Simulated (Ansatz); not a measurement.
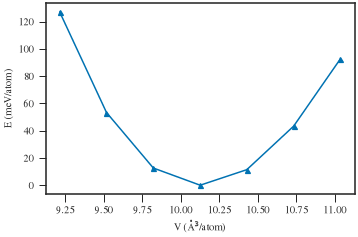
Figure. WC in space group P-6m2 (No. 187; W on 1a, C on 1f) under volume change, LDA in the plane-wave PAW code Ansatz, shape and atoms relaxed at each volume.

What does a third-order Birch–Murnaghan fit give for V₀, B₀ and B′?

V₀ = 10.12 Å³/atom, B₀ = 421 GPa, B′ = 4.3.

The cell was relaxed with LDA under the symmetry of its start; phonons on a q-mesh show no instability. The run is not spin-polarised. Spin–orbit coupling is left out wherever it is not named.

Potentials: the later of the program's two PAW sets.
